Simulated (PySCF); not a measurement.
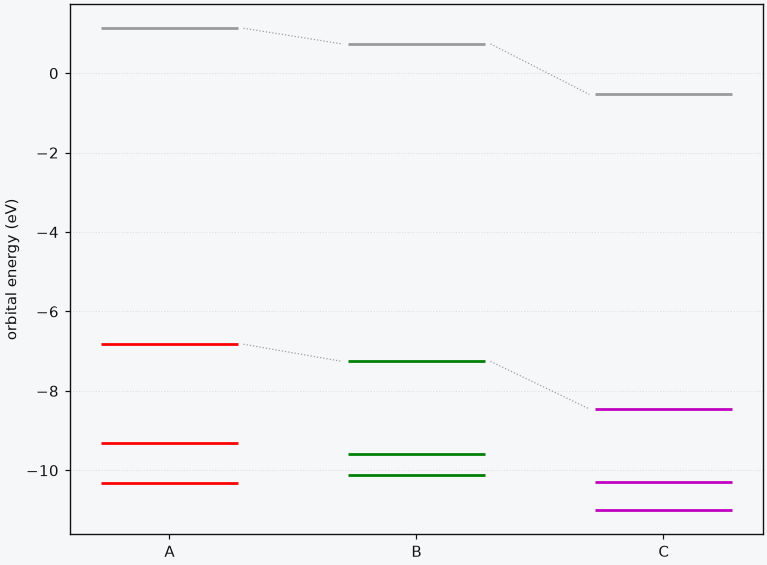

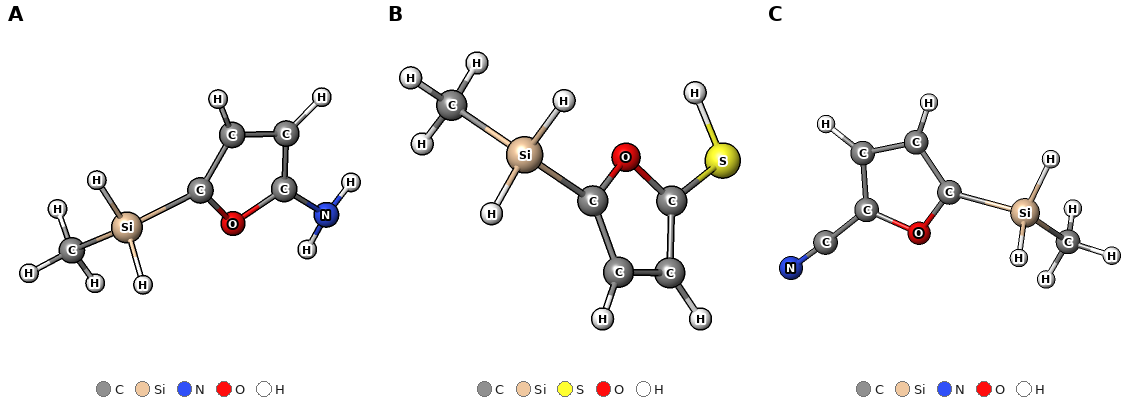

Related molecules: A is C₅H₉NOSi, SMILES C[SiH2]c1ccc(N)o1; B is C₅H₈OSSi, SMILES C[SiH2]c1ccc(S)o1; C is C₆H₇NOSi, SMILES C[SiH2]c1ccc(C#N)o1. Frontier orbital energies, CAM-B3LYP/def2-SVPD with PySCF, at a GFN2-xTB geometry (no frequency check); drawn are at most three filled levels and, in grey, the LUMO with any level within 0.03 eV of it; dotted lines join the HOMOs and the LUMOs.

What does the change do to the frontier levels?

Answer. From A to B the HOMO falls by 0.43 eV and the LUMO falls by 0.39 eV, so the separation goes from 7.96 to 7.99 eV. From A to C the HOMO falls by 1.63 eV and the LUMO falls by 1.67 eV, so the separation goes from 7.96 to 7.92 eV.

Limits of at least one run: empty levels above zero depend strongly on the basis; one conformer of a flexible molecule; the tight-binding geometry is rougher than a DFT one and adds to the error.
